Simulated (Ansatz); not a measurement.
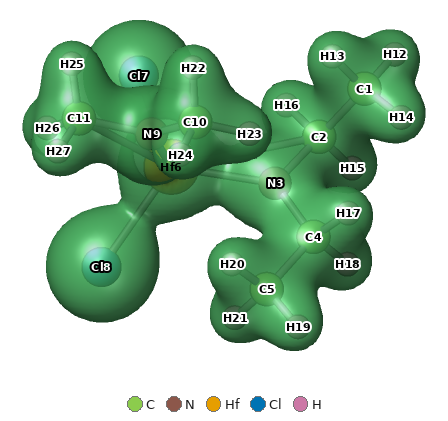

Figure 1: C₆H₁₆Cl₂HfN₂. Isosurface of the electron density at 0.4 e/Å³ (green), seen at a tilt.

Geometry: PBE0-D4/def2-TZVP; core potentials replace the inner electrons of Hf.

These are results of RKS PBE0-D4/def2-TZVPP in Ansatz 0.2.0, not measurements.

```xyz
27

C     1.3263    2.5888   -0.7165
C     0.2779    2.4043    0.3703
N    -0.5124    1.1854    0.2410
C    -1.4219    1.2077   -0.8869
C    -2.3369    0.0003   -0.9304
Hf   -0.2282   -0.3209    1.5527
Cl    1.2949    0.3022    3.2656
Cl   -2.2125   -1.2292    2.5033
N     0.6494   -1.7738    0.4839
C     1.0485   -1.8638   -0.8960
C     0.9554   -2.9705    1.2391
H     1.9001    3.5009   -0.5357
H     2.0225    1.7463   -0.7266
H     0.8777    2.6733   -1.7081
H    -0.3992    3.2710    0.3836
H     0.7805    2.4002    1.3437
H    -0.8569    1.2608   -1.8279
H    -2.0305    2.1236   -0.8439
H    -2.9674    0.0354   -1.8207
H    -1.7695   -0.9360   -0.9753
H    -2.9911   -0.0395   -0.0570
H     2.1299   -2.0369   -0.9880
H     0.8117   -0.9392   -1.4252
H     0.5402   -2.6929   -1.4090
H     2.0335   -3.1787    1.2444
H     0.6426   -2.8702    2.2864
H     0.4354   -3.8485    0.8331
```

### Which contacts does the surface bridge?

At this value the surface is in one piece. It bridges the sampled C–N (1.44 Å), C–C (1.52 Å), Hf–N (2.01 Å) and Hf–Cl (2.38 Å) contacts, where the density stays above the isovalue. On the grid the lowest density along these lines, outside the cores, is 1.9 e/Å³ (C–N, 1.44 Å), 1.7 e/Å³ (C–C, 1.52 Å), 0.87 e/Å³ (Hf–N, 2.01 Å) and 0.55 e/Å³ (Hf–Cl, 2.38 Å).
